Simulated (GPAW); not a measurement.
## AlNH3: geometry relaxation (part 5 of 5)

Continued. System: AlNH3, multiplicity 2. Method: r2SCAN/plane waves, UKS, scalar-relativistic datasets (GPAW 26.7.0). The atoms were displaced at random from an optimised geometry.

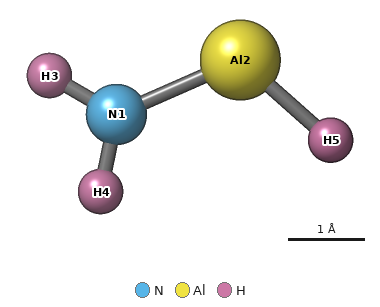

The geometry at step 9 of the log (ball-and-stick view, seen on its broad side; atoms are numbered from 1 in the order of the input).

## Trajectory as extended XYZ, continued
```
5
Properties=species:S:1:pos:R:3:forces:R:3 step=7 energy=-21.59524
N     5.5936    6.5360    5.1370    0.0207   0.0125  -0.0154
Al    7.3801    6.4769    5.0511   -0.0277   0.0179   0.0051
H     4.9763    7.3604    5.0764   -0.0034   0.0792   0.0323
H     5.0055    5.6861    5.0480   -0.0415   0.0001   0.0186
H     8.0082    4.9981    5.0071   -0.0302   0.0387   0.0111
5
Properties=species:S:1:pos:R:3:forces:R:3 step=8 energy=-21.59917
N     5.5826    6.5543    5.1248    0.0525  -0.1060   0.0529
Al    7.3727    6.4992    5.0541   -0.2234   0.1270   0.0156
H     4.9853    7.3939    5.1073   -0.0711   0.1065   0.0186
H     4.9676    5.7161    5.0653    0.0993   0.1387   0.0268
H     7.9801    5.0300    5.0174    0.0842  -0.1381  -0.0038
5
Properties=species:S:1:pos:R:3:forces:R:3 step=9 energy=-21.60561
N     5.5607    6.5904    5.1389    0.0653  -0.0418  -0.0166
Al    7.3438    6.5305    5.0583   -0.0163  -0.0494   0.0208
H     4.9807    7.4442    5.1503   -0.0534   0.0404  -0.0004
H     4.9308    5.7681    5.0908    0.0104   0.0164   0.0208
H     7.9672    5.0511    5.0297    0.0036   0.0326  -0.0104
5
Properties=species:S:1:pos:R:3:forces:R:3 step=10 energy=-21.60590
N     5.5617    6.5908    5.1377   -0.0016   0.0051  -0.0046
Al    7.3435    6.5277    5.0605    0.0073  -0.0074   0.0161
H     4.9788    7.4443    5.1501   -0.0092  -0.0014   0.0006
H     4.9321    5.7685    5.0927    0.0004  -0.0007   0.0190
H     7.9685    5.0519    5.0286    0.0080   0.0019  -0.0096
```

This output came from the following input.

## The input (calc.py)
```python
from ase.io import write
from ase.io.zmatrix import parse_zmatrix
from ase.optimize import BFGSLineSearch
from gpaw import GPAW, PW

# Atomic positions
zmat = """
N
Al 1 r2
H 1 r3 2 a3
H 1 r4 3 a4 2 d4
H 2 r5 1 a5 3 d5
"""
values = dict(r2=1.73166, r3=1.009717, a3=130.22247, r4=1.020838, a4=99.941, d4=-179.2425, r5=1.611327, a5=111.35607, d5=-177.84123)
system = parse_zmatrix(zmat, defs=values)
system.center(vacuum=5.0)
system.set_initial_magnetic_moments([1 / len(system)] * len(system))

# Calculator
calc = GPAW(mode={'name': 'pw', 'ecut': 340},
            xc='MGGA_X_R2SCAN+MGGA_C_R2SCAN',
            occupations={'name': 'fermi-dirac', 'width': 0.0, 'fixmagmom': True},
            eigensolver='davidson',
            mixer={'name': 'pulay', 'beta': 0.1, 'nmaxold': 5, 'weight': 1.0},
            convergence={'eigenstates': 1e-06},
            maxiter=60,
            symmetry='off',
            txt='-')
system.calc = calc

opt = BFGSLineSearch(system, trajectory='gs.traj')
converged = opt.run(fmax=0.05, steps=60)
print('Converged:', converged)
print(f'Final energy: {system.get_potential_energy():.5f} eV')
print(f'r(Al1-N0)               {system.get_distance(1, 0):.4f} Ang')
print(f'r(H3-N0): {system.get_distance(3, 0):.4f} Ang')
write('relaxed.xyz', system)
```

Command:
```bash
python3 calc.py
```

## Results in brief

```tsv
quantity	value
outcome	converged
energy relative to the program's reference atoms	−21.6059 eV
largest force	0.019 eV/Å
dipole moment	1.07 D
hardware	1 thread of AMD EPYC (Zen 2), 12 GiB of memory available, shared host
wall time	12 min
peak memory	0.57 GiB
```
